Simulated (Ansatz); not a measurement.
**CH5B2FO: harmonic frequencies at the relaxed geometry from a Python script**

At which frequencies does CH5B2FO vibrate? Wanted for CH5B2FO: harmonic frequencies at the relaxed geometry. SMILES: BB(F)OC.

All numbers are computed with Ansatz 0.2.0, driven from Python. Level of theory: PBE/def2-SVP.

## (1) The structure

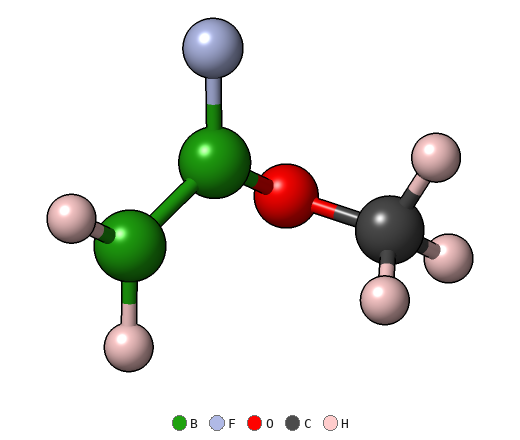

The starting structure, viewed from a chosen angle; boron green, fluorine light blue, oxygen red, carbon dark grey, hydrogen pink.

The script holds or builds the structure itself.

## (2) The script

The input, ch5b2fo.py:

```python
"""Vibrations and zero-point energy of CH5B2FO."""

import itertools

import ansatz as az
from ase import Atoms
from ase.data import atomic_numbers, covalent_radii
from ase.thermochemistry import IdealGasThermo
import numpy as np

GEOMETRY = """
B     0.13940    0.32580   -1.83490
B     0.47160   -0.59190   -0.54990
F     1.76240   -1.16740   -0.46700
O    -0.47140   -0.90370    0.45810
C    -0.45100    0.01120    1.49470
H    -0.99490    0.84170   -1.94460
H     0.93120    0.60690   -2.66640
H    -0.62990    1.07170    1.15570
H    -1.21580   -0.21790    2.31530
H     0.54150   -0.02750    2.04180
"""


def main() -> None:
    ch5b2fo = az.Crystal.molecule()
    for line in GEOMETRY.strip().splitlines():
        symbol, *xyz = line.split()
        ch5b2fo = ch5b2fo.atom(symbol, [float(v) for v in xyz])

    job = ch5b2fo.calculation().basis(gaussian="def2-SVP").functional("pbe")
    symbols = [site.symbol for site in ch5b2fo.cartesian_sites]
    start = np.array([site.position_ang for site in ch5b2fo.cartesian_sites], dtype=float)
    def progress(event):
        if event["event"] == "relax_step":
            row = event["data"]
            print(f"step {row['step']:3d}  E = {row['lagrangian_ev']:.6f} eV  largest force component {row['allowed_force_max_ev_ang']:.4f} eV/A")


    summary = job.relax(force_tolerance=0.003).session().plan().execute(on_event=progress).report
    end = np.array(summary["positions_ang"])

    # pairs closer than 1.2 times the sum of covalent radii, before or after
    radius = [covalent_radii[atomic_numbers[s]] for s in symbols]
    span = lambda where, i, j: np.linalg.norm(where[i] - where[j])
    bonded = [(i, j) for i, j in itertools.combinations(range(len(symbols)), 2) if min(span(start, i, j), span(end, i, j)) < 1.2 * (radius[i] + radius[j])]
    print("pair        before    after (A)")
    for i, j in bonded:
        print(f"{symbols[i]}{i}-{symbols[j]}{j}".ljust(10), f"{span(start, i, j):8.4f} {span(end, i, j):8.4f}")

    # same settings at the minimum
    minimum = az.Crystal.molecule()
    for symbol, place in zip(symbols, end):
        minimum = minimum.atom(symbol, place.tolist())
    vibrating = (
        minimum.calculation()
        .basis(gaussian="def2-SVP")
        .functional("pbe")
        .phonons(temperatures=(298.15, 498.15, 100))
    )
    vib = vibrating.run().report["vibrations"]
    sums = vib["harmonic_sums"]
    modes = [m["omega_inv_cm"] for m in sums["modes_at_gamma"] if m["rigid_motion"] == "no"]
    for number, w in enumerate(modes, start=1):
        print(f"mode {number:2d} {w:9.1f} 1/cm {w / 8065.544 * 1000:8.2f} meV")
    print("imaginary modes:", sum(w < 0 for w in modes), " zero-point energy:", round(sums["zero_point_energy_ev"], 4), "eV")
    # rigid rotor and ideal gas, symmetry number taken as one
    gas = IdealGasThermo(vib_energies=[w / 8065.544 for w in modes if w > 0], geometry="linear" if len(modes) == 3 * len(symbols) - 5 else "nonlinear",
                         atoms=Atoms(symbols, positions=end), symmetrynumber=1, spin=0.0)
    print(f"H(298 K) - E = {gas.get_enthalpy(298.15, verbose=False):.4f} eV")
    print(f"S(298 K, 1 bar) = {96485.33 * gas.get_entropy(298.15, 1e5, verbose=False):.1f} J/(mol K) with symmetry number 1")


if __name__ == "__main__":
    main()
```

## (3) The calls as engine input

The engine receives this input (first run):

```yaml
crystal:
  periodic: [false, false, false]
  atoms:
    - { symbol: B, position_ang: [0.1394, 0.3258, -1.8349] }
    - { symbol: B, position_ang: [0.4716, -0.5919, -0.5499] }
    - { symbol: F, position_ang: [1.7624, -1.1674, -0.467] }
    - { symbol: O, position_ang: [-0.4714, -0.9037, 0.4581] }
    - { symbol: C, position_ang: [-0.451, 0.0112, 1.4947] }
    - { symbol: H, position_ang: [-0.9949, 0.8417, -1.9446] }
    - { symbol: H, position_ang: [0.9312, 0.6069, -2.6664] }
    - { symbol: H, position_ang: [-0.6299, 1.0717, 1.1557] }
    - { symbol: H, position_ang: [-1.2158, -0.2179, 2.3153] }
    - { symbol: H, position_ang: [0.5415, -0.0275, 2.0418] }
basis:
  gaussian:
    orbitals: def2-SVP
hamiltonian:
  xc: pbe
relax:
  f_tol: 0.003
```

## (4) Running it

Started as:

```
$ python ch5b2fo.py
```

Log:

```text
step   1  E = -7221.113186 eV  largest force component 2.8592 eV/A
step   2  E = -7221.435280 eV  largest force component 1.4468 eV/A
step   3  E = -7221.560798 eV  largest force component 0.6199 eV/A
step   4  E = -7221.627483 eV  largest force component 0.4824 eV/A
step   5  E = -7221.765608 eV  largest force component 0.6979 eV/A
step   6  E = -7221.894801 eV  largest force component 0.8946 eV/A
step   7  E = -7222.048286 eV  largest force component 0.5753 eV/A
step   8  E = -7222.123147 eV  largest force component 0.3193 eV/A
step   9  E = -7222.170387 eV  largest force component 0.1546 eV/A
step  10  E = -7222.151176 eV  largest force component 0.8017 eV/A
step  11  E = -7222.182522 eV  largest force component 0.0898 eV/A
step  12  E = -7222.190630 eV  largest force component 0.0836 eV/A
step  13  E = -7222.195869 eV  largest force component 0.2043 eV/A
step  14  E = -7222.201080 eV  largest force component 0.1452 eV/A
step  15  E = -7222.202542 eV  largest force component 0.0713 eV/A
step  16  E = -7222.202580 eV  largest force component 0.0837 eV/A
step  17  E = -7222.202315 eV  largest force component 0.1282 eV/A
step  18  E = -7222.203318 eV  largest force component 0.0137 eV/A
step  19  E = -7222.203696 eV  largest force component 0.0059 eV/A
step  20  E = -7222.203918 eV  largest force component 0.0388 eV/A
step  21  E = -7222.203941 eV  largest force component 0.0472 eV/A
step  22  E = -7222.204160 eV  largest force component 0.0043 eV/A
step  23  E = -7222.204193 eV  largest force component 0.0020 eV/A
step  24  E = -7222.204206 eV  largest force component 0.0175 eV/A
step  25  E = -7222.204213 eV  largest force component 0.0145 eV/A
step  26  E = -7222.204247 eV  largest force component 0.0032 eV/A
step  27  E = -7222.204248 eV  largest force component 0.0025 eV/A
pair        before    after (A)
B0-B1        1.6136   1.7067
B0-H5        1.2509   1.2194
B0-H6        1.1821   1.2194
B1-F2        1.4157   1.3480
B1-O3        1.4151   1.3600
O3-C4        1.3828   1.4165
C4-H7        1.1276   1.1153
C4-H8        1.1449   1.1098
C4-H9        1.1340   1.1098
mode  1      75.7 1/cm     9.39 meV
mode  2     122.6 1/cm    15.20 meV
mode  3     160.8 1/cm    19.93 meV
mode  4     202.3 1/cm    25.08 meV
mode  5     284.7 1/cm    35.29 meV
mode  6     360.5 1/cm    44.70 meV
mode  7     460.7 1/cm    57.12 meV
mode  8     678.3 1/cm    84.10 meV
mode  9     755.8 1/cm    93.71 meV
mode 10     894.4 1/cm   110.89 meV
mode 11    1047.6 1/cm   129.88 meV
mode 12    1111.4 1/cm   137.80 meV
mode 13    1139.4 1/cm   141.27 meV
mode 14    1141.5 1/cm   141.52 meV
mode 15    1284.5 1/cm   159.26 meV
mode 16    1354.4 1/cm   167.92 meV
mode 17    1402.5 1/cm   173.89 meV
mode 18    1428.1 1/cm   177.06 meV
mode 19    1455.2 1/cm   180.42 meV
mode 20    2506.7 1/cm   310.79 meV
mode 21    2583.1 1/cm   320.27 meV
mode 22    2918.8 1/cm   361.89 meV
mode 23    3020.0 1/cm   374.43 meV
mode 24    3052.8 1/cm   378.50 meV
imaginary modes: 0  zero-point energy: 1.8252 eV
H(298 K) - E = 2.0397 eV
S(298 K, 1 bar) = 338.0 J/(mol K) with symmetry number 1
```

Run time: 4.9 min. Hardware: 1 thread of Arm Neoverse N1, shared host; peak memory 0.27 GiB.

## (5) Inputs of later runs

The engine's inputs for the other runs:

Run 2, against run 1:

```diff
@@ -4,10 +4,10 @@
-    - { symbol: B, position_ang: [0.1394, 0.3258, -1.8349] }
-    - { symbol: B, position_ang: [0.4716, -0.5919, -0.5499] }
-    - { symbol: F, position_ang: [1.7624, -1.1674, -0.467] }
-    - { symbol: O, position_ang: [-0.4714, -0.9037, 0.4581] }
-    - { symbol: C, position_ang: [-0.451, 0.0112, 1.4947] }
-    - { symbol: H, position_ang: [-0.9949, 0.8417, -1.9446] }
-    - { symbol: H, position_ang: [0.9312, 0.6069, -2.6664] }
-    - { symbol: H, position_ang: [-0.6299, 1.0717, 1.1557] }
-    - { symbol: H, position_ang: [-1.2158, -0.2179, 2.3153] }
-    - { symbol: H, position_ang: [0.5415, -0.0275, 2.0418] }
+    - { symbol: B, position_ang: [0.08347947340402105, 0.39783695743896696, -1.599602549009241] }
+    - { symbol: B, position_ang: [0.5235690648314654, -0.8743928294482636, -0.5504523938474296] }
+    - { symbol: F, position_ang: [1.1370494217367744, -1.9595315883793225, -1.0634023936625125] }
+    - { symbol: O, position_ang: [0.3128048954140758, -0.9081840350420949, 0.7927173055688926] }
+    - { symbol: C, position_ang: [-0.3222256876131438, 0.16544617741028614, 1.4639972078561643] }
+    - { symbol: H, position_ang: [-0.9967648552108755, 0.43251264912440895, -2.1641926053771914] }
+    - { symbol: H, position_ang: [0.8382374953735443, 1.3203402399567674, -1.8568929894884687] }
+    - { symbol: H, position_ang: [-0.6104482094410096, 0.9950979112105968, 0.7766327167251961] }
+    - { symbol: H, position_ang: [-1.2414152314395939, -0.1994110054319224, 1.967574214583125] }
+    - { symbol: H, position_ang: [0.35881363294474206, 0.5791855231605767, 2.236421486651465] }
@@ -19,2 +19,5 @@
-relax:
-  f_tol: 0.003
+phonons:
+  temperatures:
+    t_min: 298.15
+    t_max: 498.15
+    t_step: 100.0
```

## (6) The runs side by side

The 2 runs, in the order started:

| run | kind of run | energy from run 2 (eV) | SCF cycles in all | CPU time (s) |
| --- | --- | --- | --- | --- |
| 1 | relaxation | 0.0000 | 220 | 140 |
| 2 | phonons | 0.0000 | 378 | 150 |

## (7) How the relaxation of run 1 went

Step by step:

| step | energy from step 1 (eV) | largest force component (eV/Å) |
| --- | --- | --- |
| 1 | 0.0000 | 2.8592 |
| 2 | -0.3221 | 1.4468 |
| 3 | -0.4476 | 0.6199 |
| 4 | -0.5143 | 0.4824 |
| 5 | -0.6524 | 0.6979 |
| 6 | -0.7816 | 0.8946 |
| 7 | -0.9351 | 0.5753 |
| 8 | -1.0100 | 0.3193 |
| 9 | -1.0572 | 0.1546 |
| 10 | -1.0380 | 0.8017 |
| 11 | -1.0693 | 0.0898 |
| 12 | -1.0774 | 0.0836 |
| 13 | -1.0827 | 0.2043 |
| 14 | -1.0879 | 0.1452 |
| 15 | -1.0894 | 0.0713 |
| 16 | -1.0894 | 0.0837 |
| 17 | -1.0891 | 0.1282 |
| 18 | -1.0901 | 0.0137 |
| 19 | -1.0905 | 0.0059 |
| 20 | -1.0907 | 0.0388 |
| 21 | -1.0908 | 0.0472 |
| 22 | -1.0910 | 0.0043 |
| 23 | -1.0910 | 0.0020 |
| 24 | -1.0910 | 0.0175 |
| 25 | -1.0910 | 0.0145 |
| 26 | -1.0911 | 0.0032 |
| 27 | -1.0911 | 0.0025 |

Step 1 is the start. Steps 10, 17 were tried and not accepted.

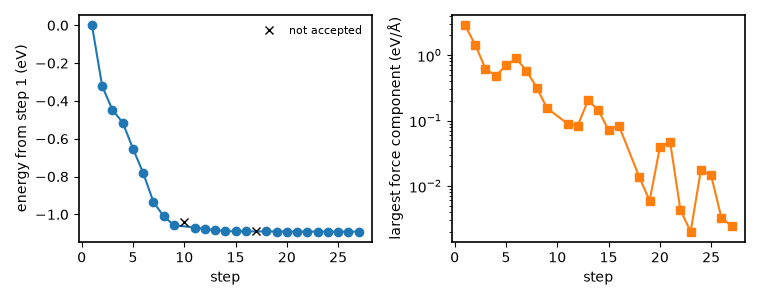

Energy and largest force along the relaxation.

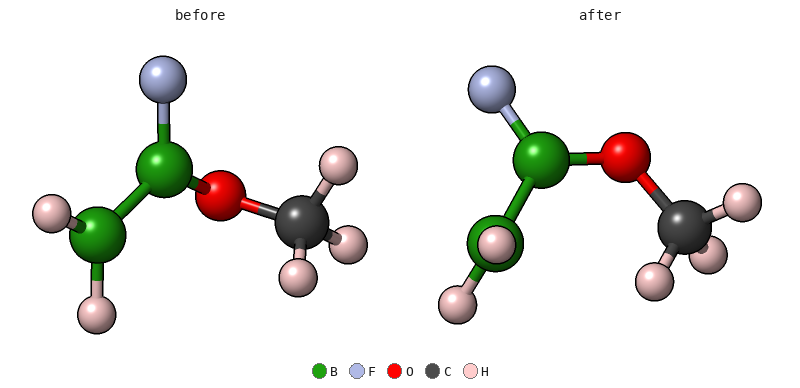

Before and after, at one scale.

Before: Bond lengths: B1–B2 1.614 Å, B2–F3 1.416 Å, B2–O4 1.415 Å, O4–C5 1.383 Å, B1–H6 1.251 Å, B1–H7 1.182 Å, C5–H8 1.128 Å, C5–H9 1.145 Å, C5–H10 1.134 Å. Angles: B1–B2–F3 117.7°, B1–B2–O4 123.7°, F3–B2–O4 118.4°, B2–B1–H6 119.4°, B2–B1–H7 123.9°, H6–B1–H7 116.6°, B2–O4–C5 112.2°, O4–C5–H8 113.2°, O4–C5–H9 113.3°, O4–C5–H10 110.6°, H8–C5–H9 107.3°, H8–C5–H10 108.4°, H9–C5–H10 103.4°.

After: Bond lengths: B1–B2 1.707 Å, B2–F3 1.348 Å, B2–O4 1.360 Å, O4–C5 1.417 Å, B1–H6 1.219 Å, B1–H7 1.219 Å, C5–H8 1.115 Å, C5–H9 1.110 Å, C5–H10 1.110 Å. Angles: B1–B2–F3 118.9°, B1–B2–O4 125.8°, F3–B2–O4 115.2°, B2–B1–H6 122.3°, B2–B1–H7 122.3°, H6–B1–H7 115.4°, B2–O4–C5 121.2°, O4–C5–H8 112.8°, O4–C5–H9 109.7°, O4–C5–H10 109.7°, H8–C5–H9 108.1°, H8–C5–H10 108.1°, H9–C5–H10 108.4°.

## (8) Harmonic frequencies

Frequencies (cm⁻¹; negative: imaginary): 76, 123, 161, 202, 285, 361, 461, 678, 756, 894, 1048, 1111, 1139, 1141, 1285, 1354, 1403, 1428, 1455, 2507, 2583, 2919, 3020, 3053.

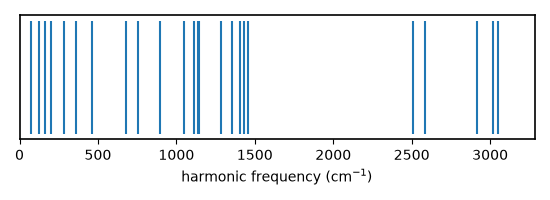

The harmonic frequencies as lines of equal height (no intensities).

## (9) Outcome

```
                             quantity        value
                        runs compared            2
     moves of the relaxation of run 1           24
               energy gained in run 1     1.091 eV
last largest force component of run 1  0.0025 eV/Å
                    highest frequency    3053 cm⁻¹
                      imaginary modes            0
                    zero-point energy     1.825 eV
```

What this shows: Run 1: After 24 moves the largest shift is 1.172 Å, of atom 3 (F). So large a move can change the bonding: the results belong to the relaxed structure. All frequencies are real, so the geometry is a minimum. The values are harmonic; measured fundamentals also hold anharmonic shifts, mostly downward for stretches. Caveats:
- The frequencies are harmonic and unscaled, in a modest basis.
- The result belongs to the one conformer reached from this start, and soft torsions count as harmonic oscillators.
- The entropy takes a symmetry number of 1; a symmetric molecule's is lower by R ln(sigma).
